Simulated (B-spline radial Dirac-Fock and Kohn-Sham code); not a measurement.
**Core levels of Cs⁴⁺: a first try and its repair**

Wanted: ΔSCF binding energies of Cs⁴⁺ for K, L3 and M5.

The numbers are computed with B-spline radial Dirac-Fock and Kohn-Sham code (version 5): Delta-SCF core binding energies without Breit or QED terms under the stated settings.

**1. The atom as given**

The Cs⁴⁺ ion, configuration [Kr] 4d10 5s2 5p3.

* nuclear charge: 55
* electrons: 51
* mass number: 133
* nuclear rms radius: 4.8041 fm

**2. First try**

Settings in task.json:

```ini
rel = dirac
method = hf
nuc = fermi
radius_factor = 1000.0
rmax = 45.0
h = 0.3
order = 8
points = 10
c_factor = 1.0
maxit = 66
damp = 0.5
ndamp = 3
tol = 1e-08
```

Run with:

```sh
$ python xray2_run.py task.json out
```

From the run's result record (rounded, not every field):

```text
{
  "status": "converged",
  "total_energy [Ha]": -4457.455685,
  "virial_ratio": 2.548118,
  "iterations": [10, 10, 10, 10],
  "converged": [true, true, true, true],
  "highest_orbital_energy [eV]": -42.62906,
  "holes": ["K", "L3", "M5"],
  "binding [eV]": [7449.304, 3553.578, 972.3447],
  "scf_energy [Ha]": [-4371.112534, -4435.418426, -4455.535484, -4457.299726, -4457.429515, -4457.455645, -4457.455683, -4457.455685, -4457.455685, -4457.455685],
  "scf_error": [5.7, 1.5, 0.37, 0.1, 0.049, 0.0023, 0.00045, 2.6e-05, 2.2e-06, 2.9e-07],
  "cells": 36
}
```

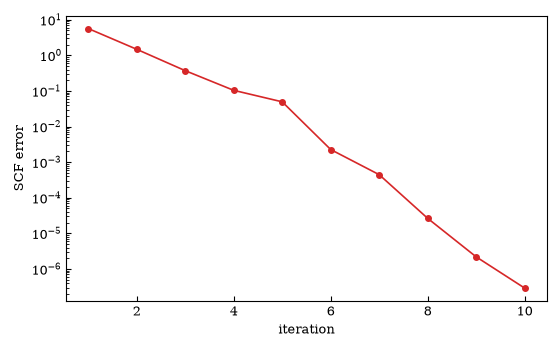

SCF error of the ground state by iteration.

**3. What went wrong**

The run converged, but to the answer of an unsound model or basis. The fault: radius_factor inflates the nucleus, as a slip of units would.

Remedy: set radius_factor = 1.0.

**4. Second try**

Changed: radius_factor = 1.0, maxit = 60.

From the run's result record (rounded, not every field):

```text
{
  "status": "converged",
  "total_energy [Ha]": -7782.9622588,
  "virial_ratio": 1.939053,
  "iterations": [10, 10, 10, 10],
  "converged": [true, true, true, true],
  "highest_orbital_energy [eV]": -55.50986,
  "holes": ["K", "L3", "M5"],
  "binding [eV]": [36167.11, 5075.088, 778.7366],
  "cells": 59
}
```

**5. Results**

```
  quantity                                                         value
 first try                                                     converged
     fault  radius_factor inflates the nucleus, as a slip of units would
      cure                                           radius_factor = 1.0
mended run                     converged (ground state in 10 iterations)
 K binding                                 36167.1 eV (first try 7449.3)
L3 binding                                  5075.1 eV (first try 3553.6)
M5 binding                                    778.7 eV (first try 972.3)
```

In words: The first try was off by -28717.81 eV for K, -1521.51 eV for L3 and +193.61 eV for M5. It gave no warning. The mended values lack Breit and QED terms.
